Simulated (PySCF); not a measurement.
# C4H4NP: the cost of one run

Computed with PySCF 2.14.0, with density-fitted response routines of our own, on a single molecule in the gas phase. Atoms count from 0, in the outputs and in this text.

## Step 1: The molecule as given

10 atoms, charge 0, multiplicity 1; geometry from: GFN2-xTB.

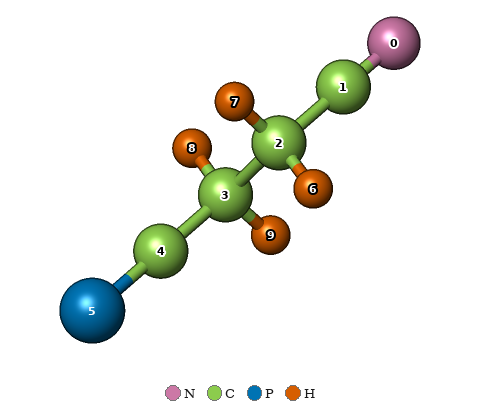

As it starts; nitrogen pink, carbon green, phosphorus blue, hydrogen orange, atoms numbered.

## Step 2: TDDFT and polarisability: CAM-B3LYP/def2-SVPD

What the job is given:

```
{"job": {"kind": "uv", "xc": "CAM-B3LYP", "basis": "def2-SVPD", "nstates": 8, "ntriplets": 3}, "charge": 0, "multiplicity": 1}
N     -2.947719    -0.312893    -0.177717
C     -1.879827     0.093900    -0.163419
C     -0.521876     0.570638    -0.138008
C      0.452160    -0.595267     0.133047
C      1.816545    -0.125544     0.158270
P      3.266149     0.427332     0.175568
H     -0.291180     1.036297    -1.100629
H     -0.426967     1.328228     0.645291
H      0.204223    -1.062457     1.093342
H      0.337376    -1.355580    -0.648273
```

Method: TDDFT CAM-B3LYP/def2-SVPD, vertical, gas phase, core orbitals frozen in the response.

On the command line:

```
> OMP_NUM_THREADS=1 python probes_run.py task.json out
```

One launch serves the whole session: the jobs run in the order shown.

**Question.** How long does this first job take on 1 thread of Arm Neoverse V1, shared host, and how much memory does it need?

About 16 s, with a peak of 0.7 GiB.
